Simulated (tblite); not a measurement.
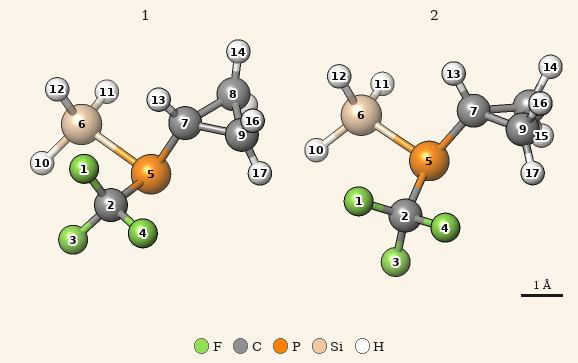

Two geometries of C₄H₈F₃PSi, drawn at one scale. One is the start of a relaxation, the other its converged end. Style: ball-and-stick. Shown from a free direction.

All numbers below come from GFN2-xTB geometry optimisation, gas phase (tblite). 

Which geometry has the lower energy?

Answer. Structure 1 is the relaxed one. F3 moves most after the best rigid fit: 1.06 Å. Largest moves by element: F 1.06 Å, H 0.78 Å, P 0.44 Å, C 0.36 Å, Si 0.33 Å. Near-neighbour distances that change, for instance: P5–Si6 2.199 → 2.256 Å, C2–F4 1.397 → 1.340 Å, C2–F3 1.390 → 1.343 Å, C8–H15 1.109 → 1.081 Å. Among the angles between lasting bonds that change: C2–P5–Si6 112.3° → 95.5°, C2–P5–C7 111.8° → 95.5°, Si6–P5–C7 107.1° → 100.4°. Groups turn about C2–P5 by about 30°. The energy falls by 83.7 kJ/mol in 129 geometry steps. Cost: 1.1 s on 1 thread of Arm Neoverse V1, on a shared host.
